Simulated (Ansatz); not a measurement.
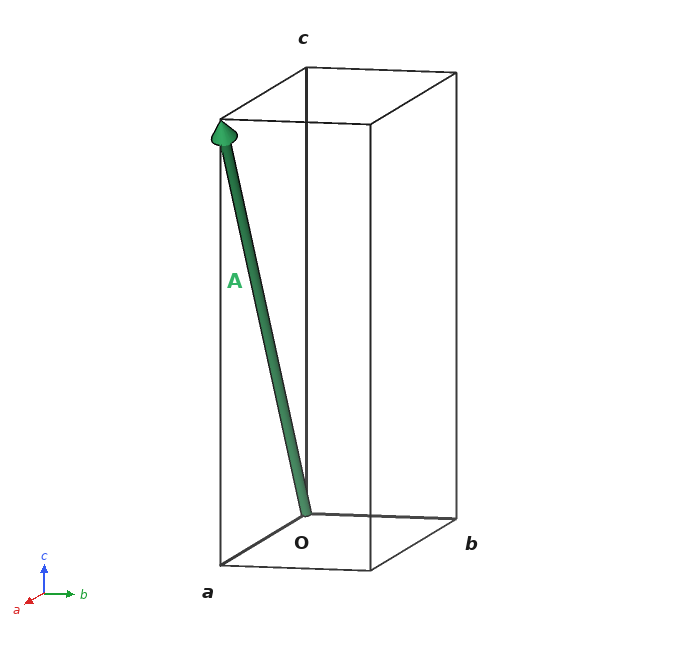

The arrow starts at a corner of the unit cell and ends on its surface; where a tip isn't a corner, dashed lines run from it parallel to the axes. Crystal: Co, coordinates from a relaxation with DFT r2SCAN, scalar-relativistic, plane waves, PAW (Ansatz). The drawing is computed from the coordinates (standard cell, symmetry found to 0.002 Å).

a = 2.472 Å, b = 2.472 Å, c = 8.076 Å, α = 90.00°, β = 90.00°, γ = 120.00°.

Q: Index the direction.

A: Arrow A runs from (0, 0, 0) to (1, 0, 1), so [1 0 1], in four indices [2 −1 −1 3].

Q: How long is the vector ua + vb + wc?

A: 8.446 Å.
